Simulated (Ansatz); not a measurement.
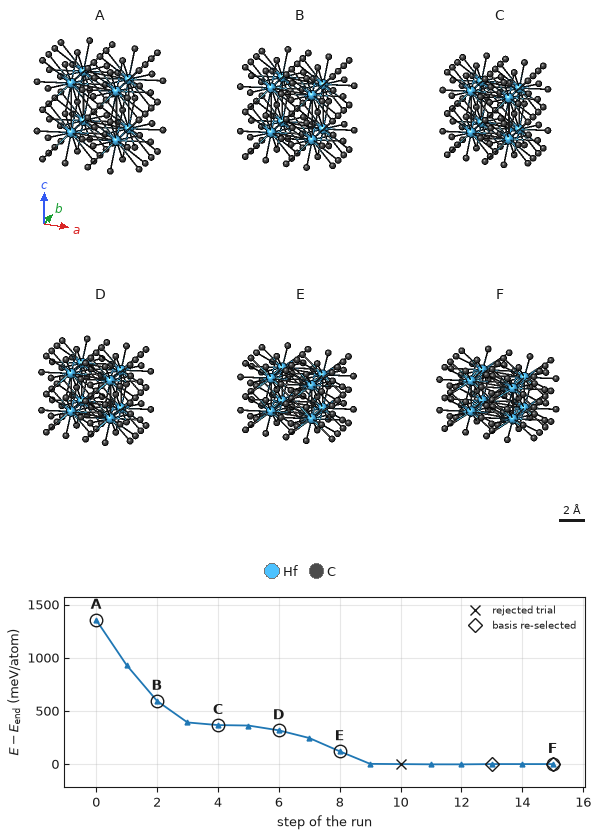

Frames of a relaxation of crystalline HfC5 (a generated structure, set up in P6/mmm) (coarse preliminary run), marked on the history of the run. Style: ball-and-stick. Shown: the cell of the calculation, slightly off an axis.

The calculation used DFT PBE, scalar-relativistic, plane waves, PAW in Ansatz 0.2.0.

Input
```yaml
crystal:
  lattice:
    - [4.98418352, 0.0, 0.0]
    - [-2.49209176, 4.31642954, 0.0]
    - [0.0, 0.0, 4.14935305]
  atoms:
    - { symbol: Hf, position: [0.0, 0.0, 0.0] }
    - { symbol: C, position: [0.0, 0.5, 0.5] }
    - { symbol: C, position: [0.33333333, 0.66666667, 0.0] }
    - { symbol: C, position: [0.66666667, 0.33333333, 0.0] }
    - { symbol: C, position: [0.5, 0.0, 0.5] }
    - { symbol: C, position: [0.5, 0.5, 0.5] }
basis:
  ecutwfc: 420
kpoints:
  mp_grid: { grid: [6, 6, 4] }
hamiltonian:
  xc: pbe
scf:
  occupations: { method: gaussian, width: 0.1 }
  lower_state_search: "off"
output:
  forces: true
  stress: true
  eigenvalues: true
relax:
  adjacent_minimum: "off"
  f_tol: 0.04
  max_steps: 70
  cell: { stress_tol: 0.4 }
```

Launched with:
```bash
ansatz run input.yaml --threads 1 --pin off --max-ram 2560MiB --backend cpu --events-out ev --progress --plain --runs-dir out
```

What happens along the run?

Over 12 accepted moves (15 points after the start) the energy falls by 1357 meV per atom. All forces vanish by symmetry, so only the cell relaxes. The pressure goes from −33.34 to 0.01 GPa. The line search rejected the trial step at point 10 of the run. At 2 points the geometry stayed and the basis and grid were re-selected for the new cell (energy shift of 2.6 meV per atom at most each time). The atoms keep their places relative to the cell (all moves are under 0.005 Å). Cell: a = b 4.984 → 4.606 Å (−7.6 %), c 4.149 → 2.575 Å (−37.9 %). Volume −47.0 %. Some distances before and after: Hf1–Hf1 4.149 → 2.575 Å, C2–C3 2.525 → 1.851 Å, Hf1–C2 3.243 → 2.638 Å, Hf1–C3 2.878 → 2.659 Å. The space group stays P6/mmm (No. 191). The run took 27 s on 1 thread of AMD EPYC 9R14 (Zen 4) (shared host), peak memory 0.44 GiB. From step 0 to 2: volume −26.0 %, energy −762 meV per atom. From step 2 to 4: volume −21.2 %, energy −227 meV per atom. From step 4 to 6: volume −0.5 %, energy −49.4 meV per atom. From step 6 to 8: volume −6.7 %, energy −197 meV per atom. From step 8 to 15: volume −2.0 %, energy −120 meV per atom.

```json
{"step": "0", "E − E(0), meV/atom": "0.00", "pressure, GPa": "-33.34", "volume, Å³/atom": "14.878", "note": ""}
{"step": "1", "E − E(0), meV/atom": "-425.48", "pressure, GPa": "-31.79", "volume, Å³/atom": "12.821", "note": ""}
{"step": "2", "E − E(0), meV/atom": "-762.27", "pressure, GPa": "-25.92", "volume, Å³/atom": "11.003", "note": ""}
{"step": "3", "E − E(0), meV/atom": "-965.00", "pressure, GPa": "-10.61", "volume, Å³/atom": "9.356", "note": ""}
{"step": "4", "E − E(0), meV/atom": "-989.73", "pressure, GPa": "0.72", "volume, Å³/atom": "8.673", "note": ""}
{"step": "5", "E − E(0), meV/atom": "-994.06", "pressure, GPa": "0.45", "volume, Å³/atom": "8.664", "note": ""}
{"step": "6", "E − E(0), meV/atom": "-1039.16", "pressure, GPa": "-4.19", "volume, Å³/atom": "8.631", "note": ""}
{"step": "7", "E − E(0), meV/atom": "-1111.40", "pressure, GPa": "-0.01", "volume, Å³/atom": "8.302", "note": ""}
{"step": "8", "E − E(0), meV/atom": "-1236.48", "pressure, GPa": "1.94", "volume, Å³/atom": "8.050", "note": ""}
{"step": "9", "E − E(0), meV/atom": "-1354.57", "pressure, GPa": "3.20", "volume, Å³/atom": "7.789", "note": ""}
{"step": "10", "E − E(0), meV/atom": "-1354.07", "pressure, GPa": "2.49", "volume, Å³/atom": "7.830", "note": "rejected"}
{"step": "11", "E − E(0), meV/atom": "-1359.05", "pressure, GPa": "1.28", "volume, Å³/atom": "7.853", "note": ""}
{"step": "12", "E − E(0), meV/atom": "-1359.22", "pressure, GPa": "0.00", "volume, Å³/atom": "7.897", "note": ""}
{"step": "13", "E − E(0), meV/atom": "-1356.61", "pressure, GPa": "-0.32", "volume, Å³/atom": "7.897", "note": "same geometry, new basis"}
{"step": "14", "E − E(0), meV/atom": "-1356.66", "pressure, GPa": "0.01", "volume, Å³/atom": "7.885", "note": ""}
{"step": "15", "E − E(0), meV/atom": "-1356.64", "pressure, GPa": "0.01", "volume, Å³/atom": "7.885", "note": "same geometry, new basis"}
```

Limits of the set-up: the k-point mesh is coarse for a cell with partly filled bands.
